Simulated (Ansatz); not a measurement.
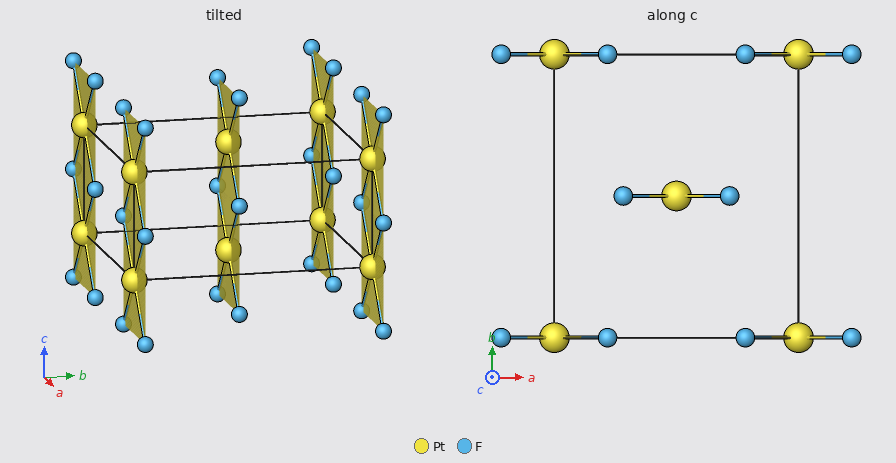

Structure drawing (polyhedral), viewed slightly off an axis and along the c axis. The edges of the conventional unit cell are marked. A few atoms beyond the faces are included.

PtF₂, space group Cmmm (No. 65), a = 5.914 Å, b = 6.865 Å, c = 3.112 Å, α = 90.00°, β = 90.00°, γ = 90.00°. The model was built from a random cell made by a generator, so it need not be a real form of the compound. Earlier steps of the study, as a rule a relaxation of our own, may have changed the cell and positions, so they can lie some per cent off the listed ones. It went into a calculation with Ansatz.

This one geometry was computed with Ansatz (DFT, plane waves, PAW) at three levels of theory: PBEsol, HSE06 and PBE.

Which level gives the highest pressure at this volume, and what does that say about its equilibrium volume?

Answer. Highest: PBE (0.0 GPa), which points to the largest equilibrium volume. Lowest, with the smallest volume: PBEsol (-3.1 GPa) and HSE06 (-2.7 GPa). Levels within 0.5 GPa of each other can't be told apart.

How does the band gap change with the level of theory?

Answer. PBEsol: a gap of 1.19 eV, indirect; PBE: a gap of 1.27 eV, indirect; HSE06: a gap of 3.43 eV, indirect.

Collect the results in a table.

Answer.
| level | cutoff (eV) | k-mesh of the run's cell | gap (eV) | pressure (GPa) |
| --- | --- | --- | --- | --- |
| PBEsol | 420 | 6×6×10 | 1.19 | -3.1 |
| HSE06 | 420 | 6×6×8 | 3.43 | -2.7 |
| PBE | 420 | 6×6×10 | 1.27 | 0.0 |

Gaps are taken on the k-mesh or band path of each run.
